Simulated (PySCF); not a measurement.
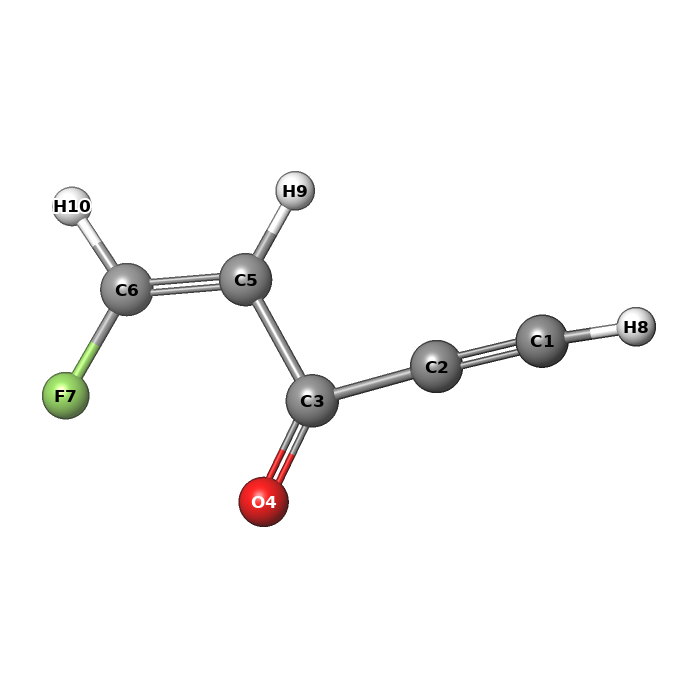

The species has charge +1 and is a spin doublet. Computed geometry: GFN2-xTB optimisation. No frequency run is at hand to confirm it as a minimum. Computed with UKS B3LYP, pcH-1 on C F H O, non-relativistic (PySCF 2.14.0). Fermi-contact and spin-dipolar terms alone, no spin-orbit part.

Question. Which nucleus has the largest dipolar (anisotropic) hyperfine coupling?

Answer. 19F at F7: principal values −241.2, −240.2, 481.4 MHz.

List the isotropic and dipolar parts for the most strongly coupled nuclei, one of each equivalent set.

| atom | isotope | a_iso (MHz) | dipolar part (MHz) |
| --- | --- | --- | --- |
| F7 | 19F | 94.5 | −241.2, −240.2, 481.4 |
| C5 | 13C | 27.0 | −39.2, −36.4, 75.6 |
| C6 | 13C | 4.9 | −27.6, −22.9, 50.4 |
| C1 | 13C | 6.2 | −15.6, −13.3, 28.9 |
| C2 | 13C | −2.1 | −13.3, −9.1, 22.4 |
| H9 | 1H | −32.1 | −16.8, −4.7, 21.5 |
| H10 | 1H | −22.2 | −12.1, −5.0, 17.1 |
| H8 | 1H | −13.6 | −7.1, −2.1, 9.2 |
